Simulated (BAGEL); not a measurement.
# HF/def2-SVP (density fitting with qzvpp-jkfit) run of CH4BFOSi (SMILES O=CB[SiH2]F)

Aim: the energy change on altering one bond length of CH4BFOSi at HF/def2-SVP (density fitting with qzvpp-jkfit), from 2 runs. 

The results are computed with BAGEL 1.2.2.

3 further runs of the same task are left out: 1 that didn't finish, 2 set aside as unsound or not needed. Runs told in other sessions of the task aren't counted.

### 1 Starting point

The species is CH4BFOSi (9 atoms), meant as a singlet with charge 0. As SMILES, `O=CB[SiH2]F`. Geometry: relaxed at PBE0-D4/def2-TZVP. This is one conformer, not always the lowest.

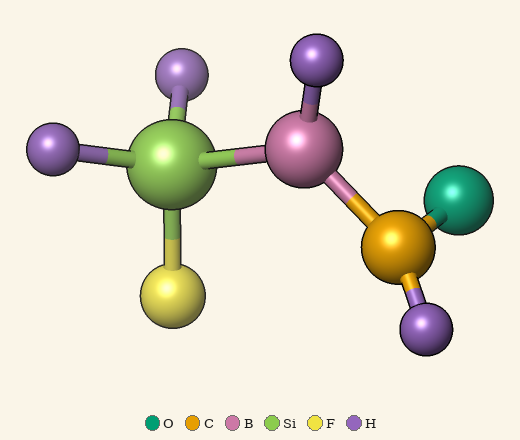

Viewed from a chosen angle; oxygen teal, carbon amber, boron pink, silicon green, fluorine yellow, hydrogen purple.

### 2 The energy at HF/def2-SVP (density fitting with qzvpp-jkfit)

The input, hf.json:

```json
{ "bagel": [

{
  "title": "molecule",
  "basis": "svp",
  "df_basis": "qzvpp-jkfit",
  "angstrom": true,
  "geometry": [
    { "atom": "O", "xyz": [      -0.789500,       0.780400,       1.703800 ] },
    { "atom": "C", "xyz": [      -0.128300,       1.442100,       0.910400 ] },
    { "atom": "B", "xyz": [       0.628100,       0.188700,       0.495800 ] },
    { "atom": "Si", "xyz": [      -0.077200,      -1.007600,      -0.945000 ] },
    { "atom": "F", "xyz": [      -1.360800,      -0.349200,      -1.659700 ] },
    { "atom": "H", "xyz": [      -0.262400,       2.525000,       0.778500 ] },
    { "atom": "H", "xyz": [       1.608700,      -0.084900,       1.121700 ] },
    { "atom": "H", "xyz": [       0.964000,      -1.202600,      -1.991900 ] },
    { "atom": "H", "xyz": [      -0.494200,      -2.338100,      -0.430900 ] }
  ]
},

{
  "title": "hf"
},

{
  "title": "print",
  "file": "orbitals.molden",
  "orbitals": true
}

]}
```

Run with:

```sh
$ BAGEL_NUM_THREADS=1 BAGEL hf.json > hf.out
```

Standard output:

```text
* using 1 threads per process

  ===============================================================
  ===============================================================

  *** Geometry ***

  { "atom" : "O", "xyz" : [     -1.491939,      1.474742,      3.219715 ] },
  { "atom" : "C", "xyz" : [     -0.242452,      2.725174,      1.720407 ] },
  { "atom" : "B", "xyz" : [      1.186937,      0.356591,      0.936926 ] },
  { "atom" : "Si", "xyz" : [     -0.145887,     -1.904088,     -1.785791 ] },
  { "atom" : "F", "xyz" : [     -2.571539,     -0.659892,     -3.136378 ] },
  { "atom" : "H", "xyz" : [     -0.495864,      4.771558,      1.471152 ] },
  { "atom" : "H", "xyz" : [      3.040002,     -0.160438,      2.119706 ] },
  { "atom" : "H", "xyz" : [      1.821696,     -2.272585,     -3.764145 ] },
  { "atom" : "H", "xyz" : [     -0.933903,     -4.418369,     -0.814283 ] },

  Number of auxiliary basis functions:      504

  Since a DF basis is specified, we compute 2- and 3-index integrals:
    o Being stored without compression. Storage requirement is 0.036 GB

  Number of basis functions:       94
  Number of electrons      :       46

    * METHOD: MOLECULE                             0.29

  *** RHF ***

  === Nuclear Repulsion ===
   199.7695794921

      * DIIS with orbital gradients will be used.

  === RHF iteration (svp) ===
      0       -527.56687503          0.01851810           0.09
      1       -527.69732136          0.01533339           0.09
      2       -527.82690140          0.00211479           0.10
      3       -527.83058242          0.00110427           0.10
      4       -527.83147779          0.00023392           0.10
      5       -527.83157463          0.00010984           0.09
      6       -527.83160179          0.00005624           0.09
      7       -527.83161110          0.00001702           0.09
      8       -527.83161180          0.00000631           0.09
      9       -527.83161187          0.00000347           0.08
     10       -527.83161189          0.00000154           0.09
     11       -527.83161190          0.00000087           0.09
     12       -527.83161190          0.00000046           0.10
     13       -527.83161190          0.00000022           0.10
     14       -527.83161190          0.00000009           0.10
     15       -527.83161190          0.00000004           0.10
     16       -527.83161190          0.00000003           0.10
     17       -527.83161190          0.00000001           0.10
     18       -527.83161190          0.00000001           0.10
    * SCF iteration converged.

    * Permanent dipole moment:
           (   -0.886404,    -0.669477,     0.064105) a.u.

    * METHOD: HF                                   2.08

    * METHOD: PRINT                                0.03

  ===============================================================
```

It took 2.5 s on 1 thread of Arm Neoverse V1, shared host; peak memory 0.14 GiB.

### 3 The distorted shape at the same level

The input, input.json:

```json
{ "bagel" : [

{
  "title" : "molecule",
  "basis" : "svp",
  "df_basis" : "qzvpp-jkfit",
  "angstrom" : true,
  "geometry" : [
    { "atom" : "O", "xyz" : [   -0.596987,    0.681654,    1.810990 ] },
    { "atom" : "C", "xyz" : [    0.064213,    1.343354,    1.017590 ] },
    { "atom" : "B", "xyz" : [    0.820613,    0.089954,    0.602990 ] },
    { "atom" : "Si", "xyz" : [    0.115313,   -1.106346,   -0.837810 ] },
    { "atom" : "F", "xyz" : [   -1.360800,   -0.349200,   -1.659700 ] },
    { "atom" : "H", "xyz" : [   -0.069887,    2.426254,    0.885690 ] },
    { "atom" : "H", "xyz" : [    1.801213,   -0.183646,    1.228890 ] },
    { "atom" : "H", "xyz" : [    1.156513,   -1.301346,   -1.884710 ] },
    { "atom" : "H", "xyz" : [   -0.301687,   -2.436846,   -0.323710 ] }
  ]
},
{ "title" : "hf", "charge" : 0 },
{ "title" : "print", "file" : "orbitals.molden", "orbitals" : true }

]}
```

Run with:

```sh
$ BAGEL_NUM_THREADS=1 BAGEL input.json > input.out
```

Standard output:

```text
* using 1 threads per process

  ===============================================================
  ===============================================================

  *** Geometry ***

  { "atom" : "O", "xyz" : [     -1.128142,      1.288139,      3.422275 ] },
  { "atom" : "C", "xyz" : [      0.121345,      2.538571,      1.922966 ] },
  { "atom" : "B", "xyz" : [      1.550734,      0.169988,      1.139486 ] },
  { "atom" : "Si", "xyz" : [      0.217910,     -2.090691,     -1.583231 ] },
  { "atom" : "F", "xyz" : [     -2.571539,     -0.659892,     -3.136378 ] },
  { "atom" : "H", "xyz" : [     -0.132067,      4.584956,      1.673712 ] },
  { "atom" : "H", "xyz" : [      3.403799,     -0.347041,      2.322266 ] },
  { "atom" : "H", "xyz" : [      2.185493,     -2.459188,     -3.561586 ] },
  { "atom" : "H", "xyz" : [     -0.570106,     -4.604972,     -0.611723 ] },

  Number of auxiliary basis functions:      504

  Since a DF basis is specified, we compute 2- and 3-index integrals:
    o Being stored without compression. Storage requirement is 0.036 GB

  Number of basis functions:       94
  Number of electrons      :       46

    * METHOD: MOLECULE                             0.29

  *** RHF ***

  === Nuclear Repulsion ===
   192.9605805972

      * DIIS with orbital gradients will be used.

  === RHF iteration (svp) ===
      0       -527.51123820          0.01940187           0.10
      1       -527.64634572          0.01648899           0.09
      2       -527.80342702          0.00206283           0.10
      3       -527.80711067          0.00109188           0.10
      4       -527.80796122          0.00024712           0.10
      5       -527.80805867          0.00011424           0.10
      6       -527.80808676          0.00005855           0.09
      7       -527.80809686          0.00001725           0.09
      8       -527.80809761          0.00000610           0.10
      9       -527.80809770          0.00000273           0.09
     10       -527.80809771          0.00000140           0.09
     11       -527.80809771          0.00000081           0.09
     12       -527.80809771          0.00000042           0.09
     13       -527.80809771          0.00000022           0.10
     14       -527.80809772          0.00000009           0.10
     15       -527.80809772          0.00000004           0.10
     16       -527.80809772          0.00000002           0.09
     17       -527.80809772          0.00000001           0.10
     18       -527.80809772          0.00000001           0.10
    * SCF iteration converged.

    * Permanent dipole moment:
           (   -1.288720,    -0.503113,    -0.195146) a.u.

    * METHOD: HF                                   2.06

    * METHOD: PRINT                                0.02

  ===============================================================
```

Run time: 2.5 s. Hardware: 1 thread of Arm Neoverse V1, shared host; peak memory 0.14 GiB.

### 4 Summary of results

Level: HF/def2-SVP (density fitting with qzvpp-jkfit).

| quantity | value |
| --- | --- |
| first shape: total energy | -527.83161 Eh |
| first shape: dipole moment | 2.83 D |
| first shape: HOMO energy | -11.47 eV |
| first shape: LUMO energy | 2.32 eV |
| first shape: HOMO–LUMO gap | 13.78 eV |
| distorted shape: total energy | -527.80810 Eh |
| distorted shape: dipole moment | 3.55 D |
| distorted shape: HOMO energy | -11.75 eV |
| distorted shape: LUMO energy | 2.10 eV |
| distorted shape: HOMO–LUMO gap | 13.84 eV |
| energy change with the Si4–F5 bond stretched from 1.610 to 1.851 Å | 0.640 eV |

With the Si4–F5 bond stretched from 1.610 to 1.851 Å the energy rises by 0.64 eV (61.7 kJ/mol). The first shape isn't relaxed at this level, so the change isn't measured from a minimum.
